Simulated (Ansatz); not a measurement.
# Fields on a plane of Re (hcp, Mg type)

```
Re
1.0
    2.77518     0.00000     0.00000
   -1.38759     2.40338     0.00000
    0.00000     0.00000     4.48302
Re
2
Cartesian
  0.00000   1.60225   3.36227
  1.38759   0.80113   1.12076
```

The slice is a (0001) plane (indices of the conventional cell) through the point (0.667, 0.333, 0.250) (fractional), spanned by u = [110] and v = [1 -1 0] in vectors of this cell: u (2.78 Å) and v (4.81 Å, at 90° to u). It covers one period; positions are fractions (u, v).

Atoms on it: Re at (0.00, 0.00); Re at (0.50, 0.50).

Calculation: PBE (plane waves to 420 eV, PAW, scalar-relativistic; Ansatz, a program for electronic structure). k mesh 19×19×11. Inside the PAW spheres the values are not all-electron values, and peaks at nuclei hang on which shells count as valence. Re is run without spin polarisation. Re was relaxed with its symmetry unable to fall. Spin-orbit coupling is left out, though Re is heavy. The PAW data are Ansatz's earlier set.

```
v \ u  0.00  0.17  0.33  0.50  0.67  0.83
-----  ----  ----  ----  ----  ----  ----
0.90    0.7   0.5  -0.2  -0.4  -0.2   0.5
0.80   -0.1  -0.2  -0.4  -0.5  -0.4  -0.2
0.70   -0.5  -0.4  -0.2  -0.1  -0.2  -0.4
0.60   -0.4  -0.2   0.5   0.7   0.5  -0.2
0.50   -0.4   0.0   0.8   0.8   0.8   0.0
0.40   -0.4  -0.2   0.5   0.7   0.5  -0.2
0.30   -0.5  -0.4  -0.2  -0.1  -0.2  -0.4
0.20   -0.1  -0.2  -0.4  -0.5  -0.4  -0.2
0.10    0.7   0.5  -0.2  -0.4  -0.2   0.5
0.00    0.8   0.8   0.0  -0.4   0.0   0.8
```

Values: log₁₀ of the valence density in e/Å³. The scale is logarithmic, as a density can span decades between atoms and voids.

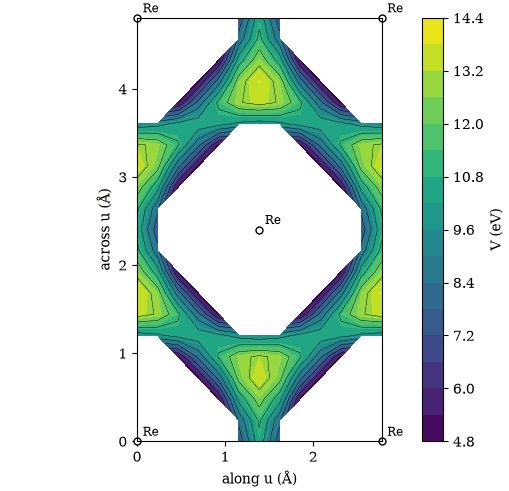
Fig. 1. Electrostatic potential energy of an electron, from the cell's mean, in eV, one period of the plane, atoms marked. Points within 1 Å of a nucleus are left white, as the pseudised field means little there. Values under 5 eV are set to 5. The zero, the cell's mean, hangs on the PAW cores.

The density on the Re–Re line (2.78 Å) at its midpoint comes out as 0.41 e/Å³. The ELF at that point is 0.39.
